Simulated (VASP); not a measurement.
Band structure of HfBrN (space group Pmmn). Computed with r2SCAN meta-GGA, VASP's PBE PAW potentials (set 64) (plane waves; VASP).

Unless said otherwise, spin-orbit coupling is left out, though it shifts the bands of the heavy elements here.

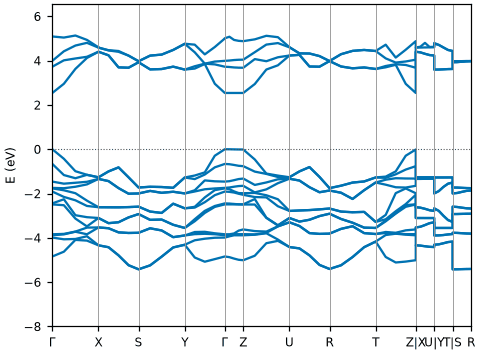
*Bands along high-symmetry lines, zero at the valence-band maximum or, without a gap, the Fermi level*

Problem. Read the plot: is there a gap, and where are the band edges?

Solution. The gap is direct, 2.54 eV, from the valence maximum at Γ to the conduction minimum at Γ.

The structure comes from a computed database's HfBrN entry (Pmmn); how it stands against other phases isn't given here. It was relaxed first.
